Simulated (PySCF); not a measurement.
## A study: BCl2F, SMILES `FB(Cl)Cl`

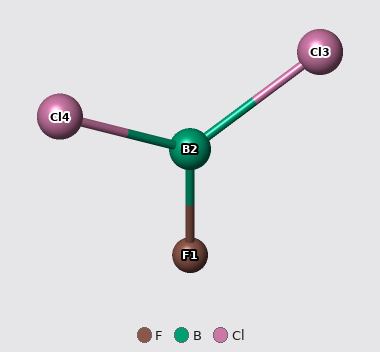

The molecule, with its atoms numbered as below. No frequency check shows the geometry to be a minimum.

Coordinates in Å:

```
F1      -0.0005    1.6480    0.0000
B2       0.0000    0.3248    0.0000
Cl3     -1.5083   -0.4842    0.0000
Cl4      1.5085   -0.4838    0.0000
```

### 1. Bonding charge

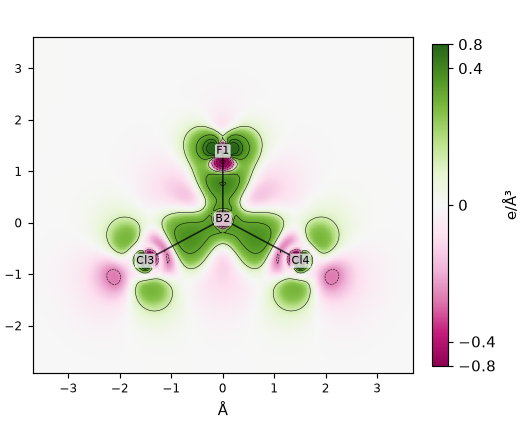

Deformation density (molecule less spherical, spin-averaged free atoms) in the molecular plane; colour scale in e/Å³, logarithmic beyond ±0.1; green: gain, pink: loss.

Level of theory: B3LYP/def2-SVPD (PySCF), at a geometry from GFN2-xTB.

Describe the bonding that the map shows.

Answer. B2–Cl3 and B2–Cl4: +0.29 e/Å³ at the bond critical point (bond length 1.71 Å). F1–B2: +0.27 e/Å³ at the bond critical point (bond length 1.32 Å). In all, 0.8 electrons gather in the regions of gain relative to the promolecule.

Where do the Hirshfeld charges lie?

Answer. The highest Hirshfeld charge is on B2 (+0.23 e), the lowest on F1 (−0.14 e).

### 2. Electrostatic potential

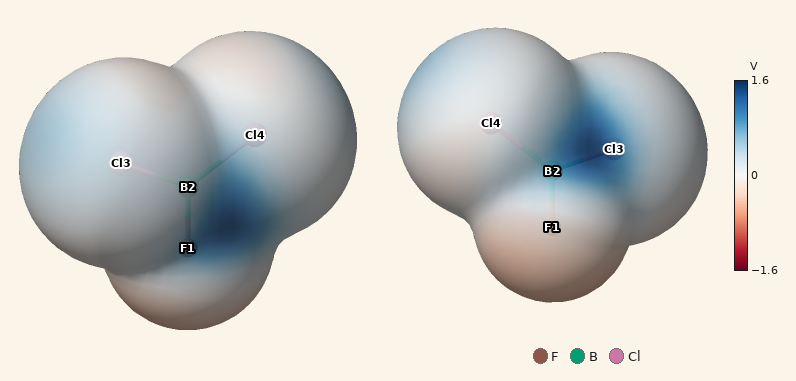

Electrostatic potential on the surface of electron density 0.001 a.u. (back view left, front view right).

Where are the extremes of the potential on the surface?

Answer. Highest: 1.52 V, off the molecular plane, over B2 (1.8 Å), and at like points elsewhere. Further maxima include 0.48 V, 2.0 Å from Cl4, and at like points elsewhere. Lowest: −0.45 V, 1.6 Å from F1, and at like points elsewhere. Further minima include −0.17 V, 2.1 Å from Cl4; −0.13 V, 2.1 Å from Cl4, and at like points elsewhere. The surface is sampled at points, so like sites can differ by a few per cent and only the strongest of them is named.

Does Cl4 carry a σ-hole?

Answer. Yes: a local maximum of +0.48 V lies on the extension of the B2–Cl4 bond.

What volume does the surface enclose, and what is the dipole moment?

Answer. About 88 Å³; the dipole moment is 0.5 D.

### 3. In an electric field

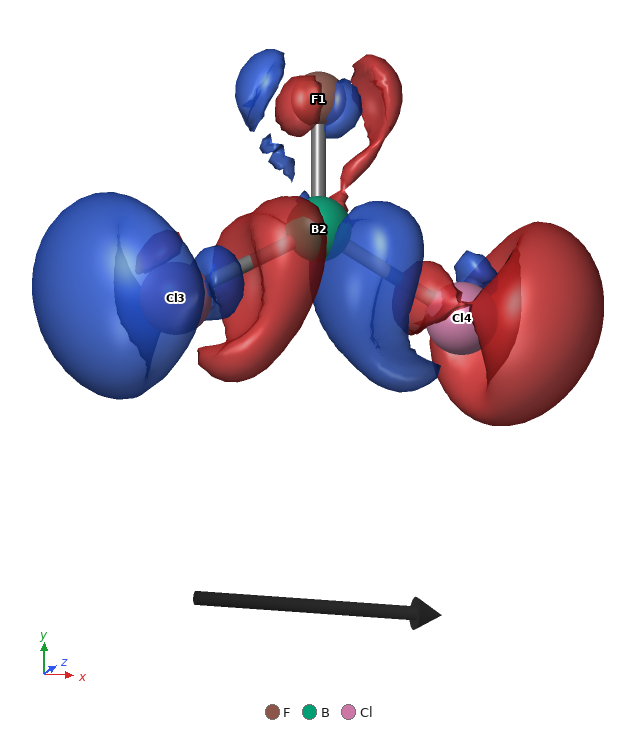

Change of the electron density in a uniform field of 0.21 V/Å along +x (arrow), surfaces at ±0.002 e/Å³ (blue: gain, red: loss).

Computed with PySCF, B3LYP/def2-SVPD, geometry: GFN2-xTB.

How large is the response?

Answer. The induced dipole is 0.53 D (along the field); α along this axis, from the fields in both directions, is 52 bohr³ (7.7 Å³).

Which atoms gain and lose the most charge?

Answer. Electrons gather most on Cl3 (Hirshfeld charge changes by −0.019 e) and leave Cl4 most (+0.019 e); 0.042 electrons are displaced in all.

### 4. Removing or adding an electron

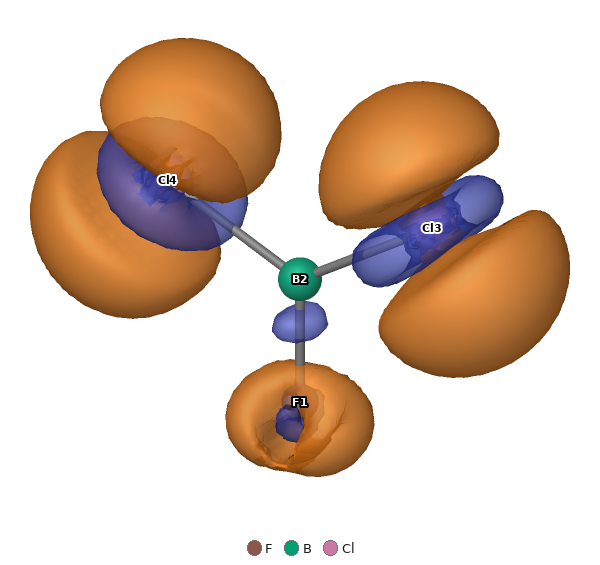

Fukui function f⁻ = ρ(N) − ρ(N−1) at fixed geometry, surfaces at ±0.02 e/Å³ (orange positive, blue negative).

On which atoms does the density change most on removal of an electron?

Answer. f⁻ (Hirshfeld-condensed) is largest on Cl3 and Cl4 (0.42 each); the vertical ionisation energy is 11.93 eV. Condensed values hint at sites of electrophilic attack but needn't mark the atom that reacts. Orbital relaxation makes it negative in places (0.12 e in all).

| atom | f⁻ | charge |
| --- | --- | --- |
| F1 | +0.08 | −0.14 |
| B2 | +0.08 | +0.23 |
| Cl3 | +0.42 | −0.04 |
| Cl4 | +0.42 | −0.04 |

The PySCF runs shown took 7.2 s, 18 s and 89 s on 1 thread of AMD EPYC 7R43 64-Core Processor (Zen 3), on a shared host.
